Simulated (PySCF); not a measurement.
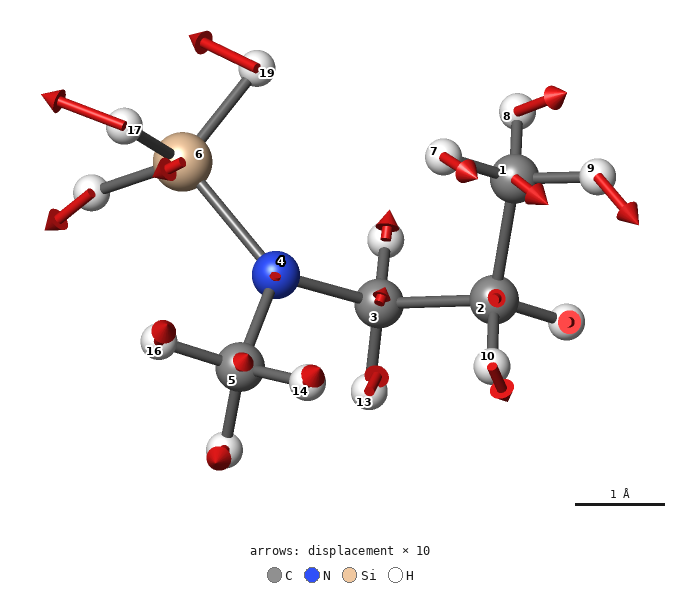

A relaxation of C$_{4}$H$_{13}$NSi. The starting structure is drawn; red arrows show the displacements, magnified 10 times. The two geometries are superimposed by the best rigid fit.

Style: ball-and-stick. Shown from a free direction.

The start comes from GFN2-xTB.

The calculation used PySCF 2.14.0, density-fitted response routines, PBE0-D3(BJ)/def2-SVP geometry optimisation, gas phase. 

### Atoms of which element are displaced furthest, and by how much?

Hydrogen: up to 0.11 Å, against 0.06 Å for carbon.

### What did the optimiser do to the structure, and how much energy did it gain?

The largest moves after the best rigid fit, 0.11 Å, are those of H atoms. Largest moves by element: H 0.11 Å, C 0.06 Å, Si 0.05 Å, N 0.01 Å. Near-neighbour distances that change, for instance: H–Si 1.461 → 1.494 Å, H–Si 1.474 → 1.505 Å, N–Si 1.716 → 1.734 Å, C–H 1.087 → 1.101 Å. Among the angles between lasting bonds that change: N–Si–H 106.1° → 108.5°. The energy falls by 8.43 kJ/mol in 4 geometry steps. The largest force component goes from 0.69 to 0.013 eV/Å.
